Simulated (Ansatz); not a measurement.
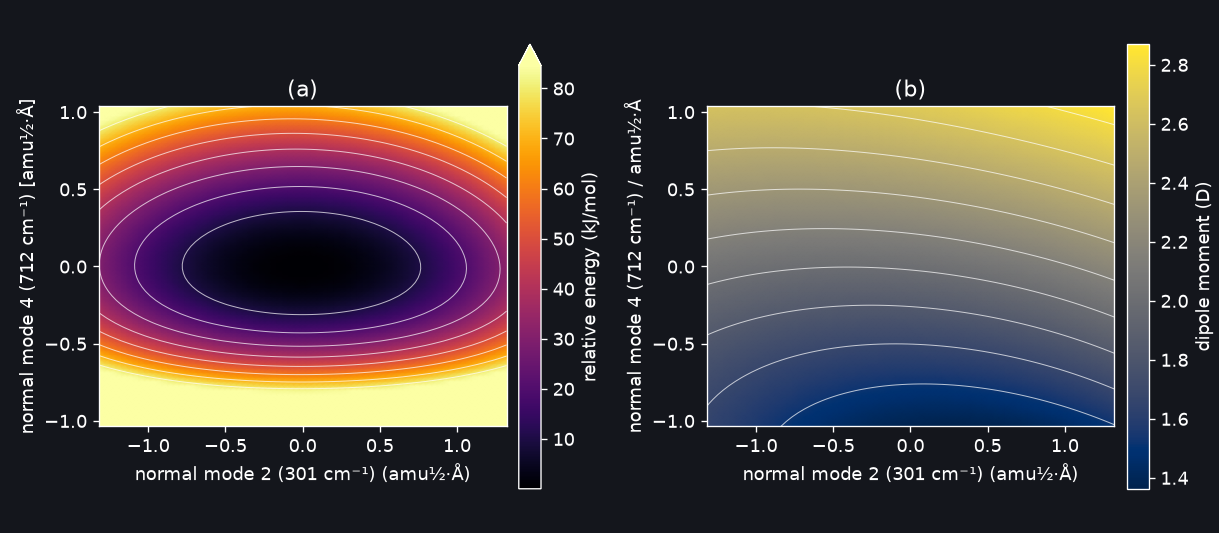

CH2FNSi, SMILES F[SiH]1C=N1. The first coordinate is: normal mode 2 (301 cm⁻¹); the second: normal mode 4 (712 cm⁻¹). Nothing is relaxed (straight displacements along the two mass-weighted modes). The grid has 13 × 13 points. Points are written as (first, second). Energies: kJ/mol, counted from the relaxed molecule at the same level. The restricted reference is unstable at some or all points, so the energies there are unreliable. Level of theory: Ansatz, RHF-MP2, frozen core/def2-TZVP.

Panel (a) is the energy; panel (b) is the computed dipole moment, in D.

The picture shows a smooth colour map with a few white contour lines, one colour for all values above the top of the scale. Between grid points the surface is interpolated.

> How does the dipole moment vary over the map, and what is it at the lowest grid point?

Leaving out the highest fifth of the energies, it runs from 1.56 D at (0.00 amu½·Å, −0.691 amu½·Å) to 2.77 D at (0.66 amu½·Å, 1.036 amu½·Å). At the lowest grid point, (0.00 amu½·Å, 0.000 amu½·Å), it is 2.02 D.
